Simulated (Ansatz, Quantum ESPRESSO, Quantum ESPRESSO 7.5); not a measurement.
# 1T-SiSSe, 2 layers, AA stacking: response to a perpendicular field

How does 1T-SiSSe, 2 layers, AA stacking respond to a gate-like field without added charge?

Program: Quantum ESPRESSO 7.5. Level of theory: plane-wave DFT, PBE, GBRV ultrasoft pseudopotentials (geometry and cross-check by Ansatz 0.2.0 with PAW datasets; geometry under PBE-D3(BJ)). Results are calculated unless marked as measured.

### Step 1. The starting structure

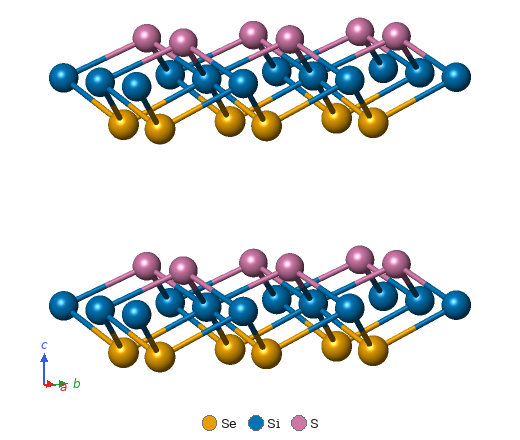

The cell as given, from the side, with the c axis up (selenium orange, silicon blue, sulfur pink). 2×3×1 cells are drawn. Some periodic images of atoms are drawn too.

The cell holds 6 atoms: 2 Se, 2 Si and 2 S. Its edges and angles: a = 3.405 Å, b = 3.405 Å, c = 24.147 Å, α = 90.0°, β = 90.0°, γ = 120.0°. It derives from SiSSe. Vacuum lies along c.

This sheet is a model structure: its symmetry is held, and its stability is not tested here.

### Step 2. Geometry from Ansatz

The geometry comes first, from a plane-wave PAW code, so that the later runs on this slab share one structure.

input.yaml

```yaml
crystal:
  lattice:
    - [3.405, 0.0, 0.0]
    - [-1.7025, 2.9488164999, 0.0]
    - [0.0, 0.0, 24.1472867953]
  atoms:
    - { symbol: Se, position: [0.6666666667, 0.3333333333, 0.3520064209] }
    - { symbol: Si, position: [0.0, 0.0, 0.3946288578] }
    - { symbol: S, position: [0.3333333333, 0.6666666667, 0.4316693418] }
    - { symbol: Se, position: [0.6666666667, 0.3333333333, 0.5683306582] }
    - { symbol: Si, position: [0.0, 0.0, 0.610953095] }
    - { symbol: S, position: [0.3333333333, 0.6666666667, 0.6479935791] }
kpoints:
  mp_grid: { grid: [12, 12, 1] }
hamiltonian:
  xc: pbe
  dispersion: d3bj
scf:
  occupations: { method: fermi_dirac, width: 0.05 }
  convergence: { dr2_threshold: 1.0e-08 }
efield:
  axis: 3
  dipole_correction: true
  ramp_position: 0.97
  ramp_width: 0.04
relax:
  f_tol: 0.01
  cell: { fix: [c, alpha, beta] }
output:
  write_potential: true
  write_density: true
  volumetric_format: npy
```

Started as:

```sh
> ansatz run input.yaml --threads 4 --pin off --max-ram 8192MiB --backend cpu --events-out ev --progress --plain --runs-dir out
```

Numbers of over 12 decimals in the logs are rounded to 6 here.

The log of the run:

```text
Warning: relax.cell: scf.convergence.dr2_threshold = 1e-8 eV is looser than the 6e-10 eV advised for a relaxation that steers and ends on the stress (1e-10 eV for each atom of the cell: 6). What an SCF threshold leaves in a stress goes as its square root, and in the free energy as the threshold itself, and one threshold admits the most on a small cell: [figures from the program's tests cut] Set scf.convergence.dr2_threshold to 6e-10 eV or tighter. The threshold is an SCF's pass mark: one that does not reach it within its budget of iterations ends unconverged, or closes short of it on a stop that the run arms, and scf.convergence.dr2_threshold's page says what that costs each kind of run
Engine: ansatz 0.2.0, aarch64-unknown-linux-gnu
Pseudopotentials: kind: paw
Pseudopotential: Se, paw, valence charge 16, recommended cutoff 420 eV (normal), Se.paw.azcp
Pseudopotential: Si, paw, valence charge 4, recommended cutoff 420 eV (normal), Si.paw.azcp
Pseudopotential: S, paw, valence charge 6, recommended cutoff 420 eV (normal), S.paw.azcp
Functional definition: PBE
  parameter kappa = 0.804
  parameter beta = 0.066725
  exchange = pbe_x(kappa = kappa, mu = beta*pi^2/3)
  correlation = pbe_c(beta = beta)
Crystal: 6 atoms, lattice volume = 242.456 Å³
Basis set: ecut = 420 eV, 4737 PW (Γ), exchange–correlation on 48×48×324 points (8 copies of the dense FFT grid, shifted against one another)
Bands: 32, of which v1, the nominal top of the filled ones, is band 26 counted from 1 (25 counted from 0)
Symmetry: 6 space group operations
Space group: P3m1 (ITA 156), of the structure as read, at distance tolerance 6.2e-5 Å
k-points: 19 of 144 (time reversal used)
Non-local potential: Se, projectors of the file, l = 0: 2, l = 1: 2, l = 2: 3, l = 3: 1
Non-local potential: Si, projectors of the file, l = 0: 2, l = 1: 2, l = 2: 2
Non-local potential: S, projectors of the file, l = 0: 2, l = 1: 2, l = 2: 2
PAW form: soft (Blöchl's): semilocal exchange-correlation on the pseudo side does not see the compensation charge
PAW one-centre angular grid: Se, 590 points (default); XC on 64 Gauss nodes
PAW one-centre angular grid: Si, 110 points (default); XC on 64 Gauss nodes
PAW one-centre angular grid: S, 110 points (default); XC on 64 Gauss nodes
Initial density: superposition of atomic densities (neutral atoms: chi_scale 0, normalization atom), corrected by the library's trained network
Initial wavefunctions: pseudopotential atomic-orbital guess
Functional: x = pbe(κ = 0.804, μ = 0.219515), c = pbe(β = 0.066725)
SCF iter   1: F=—  HF=-14013.302082 eV  |F-HF|=—  |Δ(HF+E_count)|=         —  Δρ=3.26e-3  dr2=8.30e-2  ethr=1.77e-3  p=0.047 e·Å  D=3.53e-2 V/Å  ΔV_dip=-0.85 eV  dr2_dipole=3.21e-2  V_vac-E_F(+/−)=4.27/5.12 eV  ⟨swp⟩=10.0  Hψ=3613  notcnv=0
efield: sawtooth ramp at fractional position 0.9700 (set: `efield.ramp_position`, or a place that a band, a saddle search or an elastic batch's reference lends), width 0.0400; the density the first Hamiltonian is built on has a dipole p = 0.047 e·Å; the dipole correction subtracts the counter field D = 3.53e-2 V/Å, which shifts the + side's vacuum level by -0.85 eV against the − side's; the planar-averaged density in the ramp window peaks in size at 2.5e-5 e/Å³
preconditioner: auto → none  [insulator: Δε(μ)=0.623 eV  Ē_g=11.019 eV  σ=0.050 eV  W_gap=1.00  n_scr=16 (ndim 8)  ℏωp=13.5 eV  f_vac=0.561  D(μ)=0.01/eV (n_scr^D=0)  ε∞_Penn≈2.5]
SCF iter   2: F=—  HF=-14013.362733 eV  |F-HF|=—  |Δ(HF+E_count)|=   6.07e-2  Δρ=4.29e-3  dr2=4.75e-1  ethr=1.60e-4  p=-0.099 e·Å  D=-7.41e-2 V/Å  ΔV_dip=1.79 eV  dr2_dipole=1.88e-1  V_vac-E_F(+/−)=5.86/4.07 eV  ⟨swp⟩=5.3  Hψ=1531  notcnv=0  defer=18
preconditioner: auto → LDOS  [insulator: Δε(μ)=0.133 eV  Ē_g=10.958 eV  σ=0.050 eV  W_gap=0.55  n_scr=16 (ndim 8)  ℏωp=13.5 eV  f_vac=0.561  D(μ)=0.53/eV (n_scr^D=4)  ε∞_Penn≈2.5  β→1.0]
SCF iter   3: F=—  HF=-14013.283224 eV  |F-HF|=—  |Δ(HF+E_count)|=   7.95e-2  Δρ=9.23e-4  dr2=5.13e-3  ethr=1.60e-4  p=-0.009 e·Å  D=-6.40e-3 V/Å  ΔV_dip=0.15 eV  dr2_dipole=7.00e-4  V_vac-E_F(+/−)=4.92/4.76 eV  ⟨swp⟩=4.9  Hψ=1708  notcnv=0  defer=20
SCF iter   4: F=—  HF=-14013.282367 eV  |F-HF|=—  |Δ(HF+E_count)|=   8.57e-4  Δρ=4.27e-4  dr2=1.75e-3  ethr=9.87e-6  p=-0.010 e·Å  D=-7.75e-3 V/Å  ΔV_dip=0.19 eV  dr2_dipole=8.72e-5  V_vac-E_F(+/−)=4.96/4.77 eV  ⟨swp⟩=3.1  Hψ=1181  notcnv=0  defer=20
SCF iter   5: F=—  HF=-14013.281921 eV  |F-HF|=—  |Δ(HF+E_count)|=   4.46e-4  Δρ=9.43e-5  dr2=5.85e-5  ethr=3.37e-6  p=-0.012 e·Å  D=-9.00e-3 V/Å  ΔV_dip=0.22 eV  dr2_dipole=2.53e-5  V_vac-E_F(+/−)=4.96/4.74 eV  ⟨swp⟩=2.0  Hψ=812  notcnv=0  defer=20
SCF iter   6: F=—  HF=-14013.281907 eV  |F-HF|=—  |Δ(HF+E_count)|=   1.38e-5  Δρ=3.21e-5  dr2=1.47e-5  ethr=1.13e-7  p=-0.014 e·Å  D=-1.02e-2 V/Å  ΔV_dip=0.25 eV  dr2_dipole=4.34e-9  V_vac-E_F(+/−)=4.98/4.73 eV  ⟨swp⟩=2.4  Hψ=879  notcnv=0  defer=20
SCF iter   7: F=—  HF=-14013.281906 eV  |F-HF|=—  |Δ(HF+E_count)|=   1.06e-6  Δρ=1.74e-5  dr2=5.83e-6  ethr=2.83e-8  p=-0.014 e·Å  D=-1.01e-2 V/Å  ΔV_dip=0.24 eV  dr2_dipole=5.23e-7  V_vac-E_F(+/−)=4.98/4.73 eV  ⟨swp⟩=2.7  Hψ=882  notcnv=0  defer=20
SCF iter   8: F=—  HF=-14013.281929 eV  |F-HF|=—  |Δ(HF+E_count)|=   2.30e-5  Δρ=6.49e-6  dr2=3.49e-7  ethr=1.12e-8  p=-0.014 e·Å  D=-1.02e-2 V/Å  ΔV_dip=0.25 eV  dr2_dipole=1.07e-7  V_vac-E_F(+/−)=4.98/4.73 eV  ⟨swp⟩=2.1  Hψ=743  notcnv=0  defer=19
SCF iter   9: F=—  HF=-14013.281929 eV  |F-HF|=—  |Δ(HF+E_count)|=   4.63e-8  Δρ=2.29e-6  dr2=2.90e-8  ethr=6.71e-10  p=-0.014 e·Å  D=-1.03e-2 V/Å  ΔV_dip=0.25 eV  dr2_dipole=6.56e-9  V_vac-E_F(+/−)=4.98/4.73 eV  ⟨swp⟩=2.3  Hψ=880  notcnv=0  defer=19
SCF iter  10: F=-14013.281929 eV  HF=-14013.281929 eV  |F-HF|=2.61e-9  |Δ(HF+E_count)|=   5.33e-9  Δρ=8.33e-7  dr2=1.41e-9  ethr=1.92e-11  p=-0.014 e·Å  D=-1.03e-2 V/Å  ΔV_dip=0.25 eV  dr2_dipole=1.17e-10  V_vac-E_F(+/−)=4.98/4.73 eV  ⟨swp⟩=10.5  Hψ=4282  notcnv=0
SCF 1 converged in 10 iterations: F = -14013.281929 eV  dr2 = 1.41e-9
  greatest PAW one-centre occupation: 1.000 electrons in one spin orbital (limit 2), on the Se atom at site 3 (counted from 0), in its partial waves of l = 2
relax step   1: F+E_penalty+E_count = -14013.28192930 eV  Δ(F+E_penalty+E_count) = +0.000e0 eV  max|allowed force component| = 6.302e0 eV/Å  Δτ_max = 0.0000 Å  P = +14.643 GPa  Ω = 242.456 Å³  fix = [c, alpha, beta]  reactions: c +14.602 GPa  (10 SCF iters, accepted)
Crystal: 6 atoms, lattice volume = 246.786 Å³
[...]
relax step   4: F+E_penalty+E_count = -14018.15556726 eV  Δ(F+E_penalty+E_count) = -1.422e-1 eV  max|allowed force component| = 1.969e-1 eV/Å  Δτ_max = 0.2000 Å  P = +0.084 GPa  Ω = 238.991 Å³  energy of the carried Pulay correction = +1.901e-4 eV  fix = [c, alpha, beta]  reactions: c +0.422 GPa  (13 SCF iters, accepted)
[...]
relax step   5: F+E_penalty+E_count = -14018.18464778 eV  Δ(F+E_penalty+E_count) = -2.908e-2 eV  max|allowed force component| = 2.274e-1 eV/Å  Δτ_max = 0.1946 Å  P = +0.030 GPa  Ω = 240.014 Å³  energy of the carried Pulay correction = +1.337e-4 eV  fix = [c, alpha, beta]  reactions: c +0.639 GPa  (11 SCF iters, accepted)
[...]
relax step   6: F+E_penalty+E_count = -14018.19216082 eV  Δ(F+E_penalty+E_count) = -7.513e-3 eV  max|allowed force component| = 3.686e-2 eV/Å  Δτ_max = 0.0199 Å  P = -0.127 GPa  Ω = 238.514 Å³  energy of the carried Pulay correction = +2.164e-4 eV  fix = [c, alpha, beta]  reactions: c -0.088 GPa  (9 SCF iters, accepted)
[...]
relax step   7: F+E_penalty+E_count = -14018.19251844 eV  Δ(F+E_penalty+E_count) = -3.576e-4 eV  max|allowed force component| = 6.402e-3 eV/Å  Δτ_max = 0.0045 Å  P = +0.022 GPa  Ω = 237.863 Å³  energy of the carried Pulay correction = +2.525e-4 eV  fix = [c, alpha, beta]  reactions: c +0.013 GPa  (8 SCF iters, accepted)
Initial wavefunctions: pseudopotential atomic-orbital guess (no wavefunctions were taken with the density)
iter 1 solved again at ethr=2.09e-6 eV; its pass at ethr=3.10e-3 eV (dr2=1.08e-3 eV) is discarded
SCF iter   1: F=—  HF=-14018.192409 eV  |F-HF|=—  |Δ(HF+E_count)|=         —  Δρ=6.87e-6  dr2=2.65e-8  ethr=2.09e-6  p=-0.031 e·Å  D=-2.35e-2 V/Å  ΔV_dip=0.57 eV  dr2_dipole=1.52e-10  V_vac-E_F(+/−)=5.66/5.09 eV  ⟨swp⟩=3.8  Hψ=5138  notcnv=0
efield: sawtooth ramp at fractional position 0.9700 (set: `efield.ramp_position`, or a place that a band, a saddle search or an elastic batch's reference lends), width 0.0400; the density the first Hamiltonian is built on has a dipole p = -0.031 e·Å; the dipole correction subtracts the counter field D = -2.35e-2 V/Å, which shifts the + side's vacuum level by +0.57 eV against the − side's; the planar-averaged density in the ramp window peaks in size at 6.8e-6 e/Å³
eigensolver tolerance schedule: the retry pair's looser diagonalisation over-reported the residual by 40937.46 of it (diagonalisation noise at an unbounded share of the residual, at the tolerance the schedule requests for it); recorded, not acted on — ethr = c·dr2/N_el stays at c = 1.0e-1
preconditioner: auto → none  [insulator: Δε(μ)=0.441 eV  Ē_g=10.042 eV  σ=0.050 eV  W_gap=0.97  n_scr=16 (ndim 8)  ℏωp=13.6 eV  f_vac=0.502  D(μ)=0.03/eV (n_scr^D=0)  ε∞_Penn≈2.8]
SCF iter   2: F=—  HF=-14018.192348 eV  |F-HF|=—  |Δ(HF+E_count)|=   6.05e-5  Δρ=3.86e-6  dr2=4.36e-8  ethr=5.10e-11  p=-0.031 e·Å  D=-2.35e-2 V/Å  ΔV_dip=0.57 eV  dr2_dipole=5.38e-9  V_vac-E_F(+/−)=5.66/5.09 eV  ⟨swp⟩=4.5  Hψ=1903  notcnv=0
SCF iter   3: F=—  HF=-14018.192348 eV  |F-HF|=—  |Δ(HF+E_count)|=   2.51e-8  Δρ=2.96e-6  dr2=1.03e-7  ethr=5.10e-11  p=-0.031 e·Å  D=-2.35e-2 V/Å  ΔV_dip=0.57 eV  dr2_dipole=5.66e-8  V_vac-E_F(+/−)=5.66/5.09 eV  ⟨swp⟩=3.0  Hψ=1203  notcnv=0  recentre
SCF iter   4: F=—  HF=-14018.192348 eV  |F-HF|=—  |Δ(HF+E_count)|=   1.13e-8  Δρ=1.88e-6  dr2=1.94e-8  ethr=5.10e-11  p=-0.031 e·Å  D=-2.35e-2 V/Å  ΔV_dip=0.57 eV  dr2_dipole=1.12e-8  V_vac-E_F(+/−)=5.66/5.09 eV  ⟨swp⟩=2.0  Hψ=788  notcnv=0
SCF iter   5: F=-14018.192348 eV  HF=-14018.192348 eV  |F-HF|=1.81e-9  |Δ(HF+E_count)|=  1.15e-10  Δρ=1.04e-6  dr2=5.43e-10  ethr=1.92e-11  p=-0.031 e·Å  D=-2.35e-2 V/Å  ΔV_dip=0.57 eV  dr2_dipole=2.35e-11  V_vac-E_F(+/−)=5.66/5.09 eV  ⟨swp⟩=9.6  Hψ=4139  notcnv=0
SCF 8 converged in 5 iterations: F = -14018.192348 eV  dr2 = 5.43e-10
relax step   8: F+E_penalty+E_count = -14018.19234812 eV  Δ(F+E_penalty+E_count) = +1.703e-4 eV  max|allowed force component| = 6.397e-3 eV/Å  Δτ_max = 0.0000 Å  P = +0.019 GPa  Ω = 237.863 Å³  fix = [c, alpha, beta]  reactions: c +0.010 GPa  stress off target by 2.31e-2 GPa on what of the cell is left free  SCF on the basis re-selected at this cell (its energy is not comparable with the rows above)  (5 SCF iters)
basis re-selected at this cell: Δ(F+E_penalty+E_count) = +1.703e-4 eV, ΔP = -0.003 GPa vs the last step (what re-selecting the basis moved, of the pressure what is left beyond the Pulay correction that the steps carried, after the strain that the cell walked since its last selection, with what the two solves' SCF thresholds leave and, on support functions, any second-order correction that the steps lacked; it is no m [...]
SCF converged after 5 iterations
Free energy (F): -14018.192348 eV
Harris-Foulkes:  -14018.192348 eV  (|F-HF|=1.81e-9)
Internal energy: -14018.191847 eV  (E = F + TS)
E sigma→0 (E₀):  -14018.192098 eV
Entropy (-TS):   -0.000501 eV (-0.083 meV/atom)
Fermi energy:    1.193763 eV
Dipole field:    D = -0.023480 V/Å  (p = -0.030865 e·Å, saw-weighted, corrected)
Work function:   Φ+ = 5.6614 eV   Φ− = 5.0945 eV
Levels:          The Fermi level and band energies are counted from a zero that moves with the ramp; work functions are not
--- Per-component energies (eV) ---
  E_band       = -1084.441281
  E_kinetic    = 540.897814
  E_local      = -35117.115891  (includes V_loc(G=0)·N_el)
  E_nonlocal   = -1087.714239
  E_hartree    = 17312.539684
  E_xc         = -516.423356
  E_vxc        = -469.577168  (∫ρ·V_xc dr)
  E_paw        = -6047.656072  (= ΣΔE_a)
  E_vpaw       = 424.331023  (= ΣTr[D̂ρ^β])
  E_aug_tail   = -0.001241  (compensation charges beyond the density's cutoff)
  E_efield     = 0.000362  (sawtooth field / dipole correction)
  E_vefield    = -0.341669  (∫n·V_field dr)
  E_ewald      = 10899.146838
  E_disp       = -1.865747  (pairwise vdW)
  E_smearing   = -0.000501  (= −TS)
  E_closure    = -0.000000  (closes the sum)
  Σ components = -14018.192348   (vs F -14018.192348, Δ=0.00e0)
--- Forces (eV/Å), atoms counted from 1 ---
  atom   1  Se     0.00000000     0.00000000    -0.00329722
  atom   2  Si     0.00000000     0.00000000    -0.00088468
  atom   3  S     -0.00000000    -0.00000000     0.00346897
  atom   4  Se     0.00000000     0.00000000    -0.00390805
  atom   5  Si     0.00000000     0.00000000    -0.00177944
  atom   6  S     -0.00000000    -0.00000000     0.00639678
  max |Σ_I F_I| component: 3.65e-6 eV/Å
--- Stress (GPa, compression-positive) ---
        0.023050       0.000000      -0.000000
        0.000000       0.023050      -0.000000
       -0.000000      -0.000000       0.010194
  P = ⅓ Tr σ = 0.0188 GPa (0.188 kbar)
--- Band table (eV; the first three rows and the last of 19) ---
  k-point 0: bands = [... 22 lower, 0.6959, 0.6959, 0.9132, 0.9132, 3.4442, 3.8914, 4.6865, 5.0116, ... 2 higher]
  k-point 1: bands = [... 22 lower, 0.1205, 0.3477, 0.7240, 0.9481, 3.8895, 4.1993, 4.9756, 5.2666, ... 2 higher]
  k-point 2: bands = [... 22 lower, -0.7459, -0.0565, 0.6407, 0.8773, 3.6148, 3.9128, 5.2535, 5.7312, ... 2 higher]
  k-point 18: bands = [... 22 lower, -1.0465, -0.8088, -0.4661, -0.2779, 2.7743, 3.4152, 6.0842, 6.2262, ... 2 higher]
--- Relaxed structure (7 steps of the walk, 7 accepted, 1 SCFs on fresh bases) ---
  F+E_penalty+E_count = -14018.19234812 eV   max|allowed force component| = 6.397e-3 eV/Å   (the final SCF, on the basis selected at the relaxed cell)
  cell:  # Å, volume = 237.8629 Å³
    - [3.372592, -2.398640249779127e-18, 0]
    - [-1.686296, 2.920751, 0]
    - [0, 0, 24.1472867953]
  atoms:
    - { symbol: Se, position: [0.666667, 0.333333, 0.320729] }
    - { symbol: Si, position: [0, 0, 0.381060] }
    - { symbol: S, position: [0.333333, 0.666667, 0.434954] }
    - { symbol: Se, position: [0.666667, 0.333333, 0.564754] }
    - { symbol: Si, position: [0, 0, 0.625047] }
    - { symbol: S, position: [0.333333, 0.666667, 0.679038] }
```

The job ended after 33 s (4 threads of Arm Neoverse V1, shared host; peak memory 0.58 GiB).

Relaxation path:

```
step  energy less that of the first step (eV)  largest force component (eV/Å)  pressure (GPa)  volume (Å³)
   1                                   0.0000                          6.3018           14.64       242.46
   2                                  -3.4645                          3.1302            5.74       246.79
   3                                  -4.7314                          0.8304            1.56       241.01
   4                                  -4.8736                          0.1969            0.08       238.99
   5                                  -4.9027                          0.2274            0.03       240.01
   6                                  -4.9102                          0.0369           -0.13       238.51
   7                                  -4.9106                          0.0064            0.02       237.86
  8*                                  -4.9104                          0.0064            0.02       237.86
```

Relaxation steps marked * repeat the geometry before them on a plane-wave basis chosen anew for their cell, so energy and pressure can jump there.

Forces are held to the 6 operations that the run works with; a distortion that breaks them can't arise in this run.

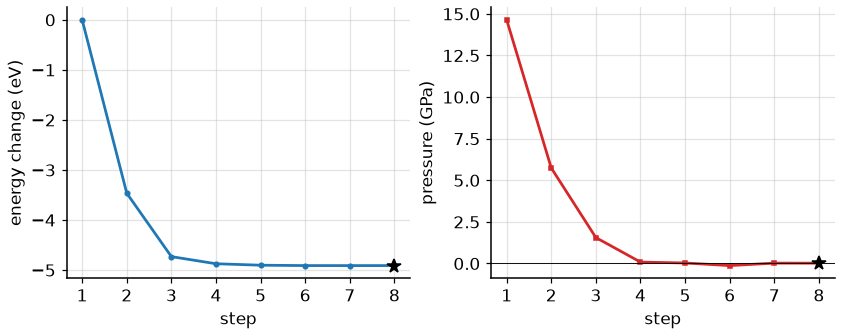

Energy and pressure along the relaxation. Stars mark steps on a basis chosen anew.

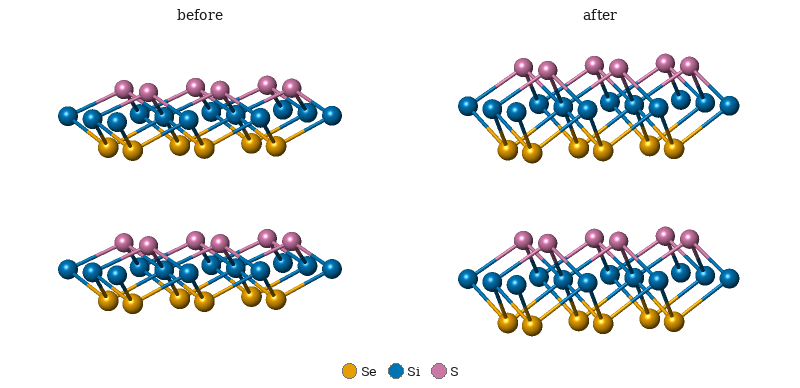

Before and after, at one scale.

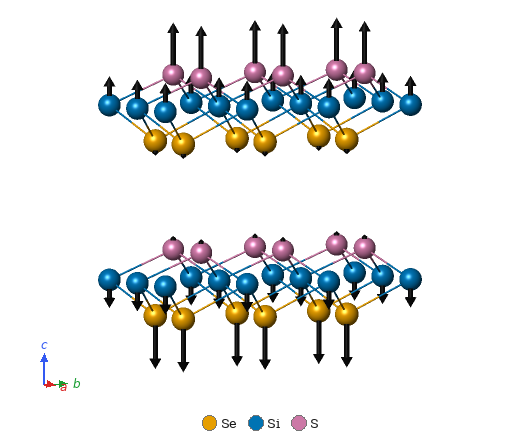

Displacements in the relaxation, exaggerated, measured against the changing cell; the longest in the cell stands for 0.76 Å. 2×3×1 cells are drawn. Some periodic images of atoms are drawn too.

```
cell as run  before  after  change
      a (Å)   3.405  3.373  -1.0 %
      b (Å)   3.405  3.373  -1.0 %
```

The atoms that moved most (Å, along periodic axes as changes of fractional coordinates times the final cell, across vacuum about the mean position):

```
atom     dx     dy      dz  length
 Se1  0.000  0.000  -0.755   0.755
  S6  0.000  0.000   0.750   0.750
 Si5  0.000  0.000   0.340   0.340
 Si2  0.000  0.000  -0.328   0.328
 Se4  0.000  0.000  -0.086   0.086
  S3  0.000  0.000   0.079   0.079
```

The relaxed structure:

```xyz
6
Lattice="3.3726 0.0000 0.0000 -1.6863 2.9208 0.0000 0.0000 0.0000 24.1473" Properties=species:S:1:pos:R:3
Se    1.6863    0.9736    7.7447
Si    0.0000    0.0000    9.2016
S     0.0000    1.9472   10.5030
Se    1.6863    0.9736   13.6373
Si    0.0000    0.0000   15.0932
S     0.0000    1.9472   16.3969
```

This step gave:

- free energy: -14018.1923 eV
- energy at zero smearing: -14018.1921 eV
- smearing term TS: 5.01e-4 eV
- Fermi energy: 1.194 eV
- gap by band count: 0.4413 eV
- symmetry operations: 6
- dipole along the normal: -0.03086 e·Å
- vacuum level at the upper face over a Fermi level inside the gap: 5.661 eV
- vacuum level at the lower face over a Fermi level inside the gap: 5.094 eV

(Continued in part 2 of 6.)

[Logs are printed without paths, hosts, clocks, repeated set-up lines and the standing remarks that a program may print on its own settings, such as how far it seeks lower states.]

[Hosts, paths, dates, database ids (printed as entryN), source tags and the programs' standing remarks are cut or masked in the printed files.]

[Maps of the electrostatic potential energy from Ansatz leave out the sawtooth potential of an applied field or a dipole correction, so their vacuum need not be flat; planar profiles and work functions include it.]
